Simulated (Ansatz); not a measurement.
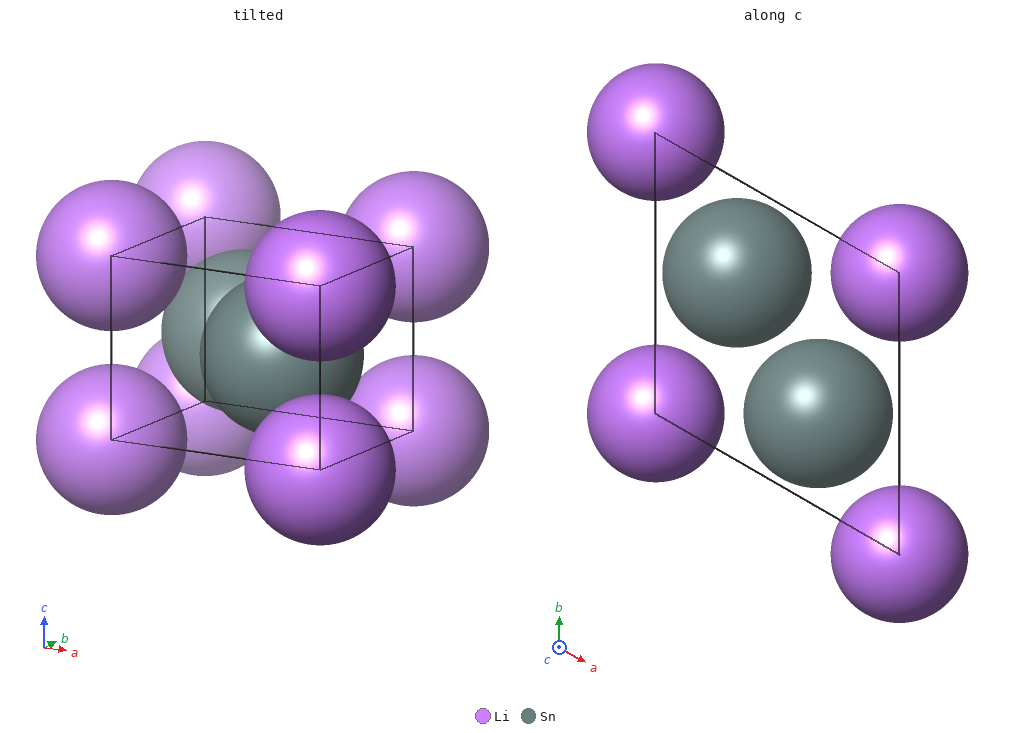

Drawn in the space-filling manner and seen slightly off an axis and along the c axis. Atoms at the boundary of the conventional unit cell (the box) are drawn once for each face, edge or corner they touch.

LiSn$_{2}$, AlB₂ type, space group P6/mmm (No. 191), a = 5.234 Å, b = 5.234 Å, c = 3.143 Å, α = 90.00°, β = 90.00°, γ = 120.00°. The cell started as a random cell made by a generator, so it need not be a real form of the compound. Earlier steps of the study, as a rule a relaxation of our own, may have changed the cell and positions, so they can lie some per cent off the listed ones. It was run through Ansatz as a DFT input.

This one geometry was computed with Ansatz (DFT, plane waves, PAW) at three levels of theory: r2SCAN, LDA and PBE.

> Which level gives the highest pressure at this volume, and what does that say about its equilibrium volume?

Highest: PBE (0.0 GPa), which points to the largest equilibrium volume. Lowest, with the smallest volume: LDA (-3.1 GPa). Levels within 0.5 GPa of each other can't be told apart.

> How does the band gap change with the level of theory?

All levels give a metal.

> Collect the results in a table.

| level | cutoff (eV) | k-mesh of the run's cell | gap (eV) | pressure (GPa) |
| --- | --- | --- | --- | --- |
| r2SCAN | 500 | 12×12×14 | metal | -1.2 |
| LDA | 420 | 12×12×14 | metal | -3.1 |
| PBE | 420 | 12×12×14 | metal | 0.0 |

Gaps are taken on the k-mesh or band path of each run.
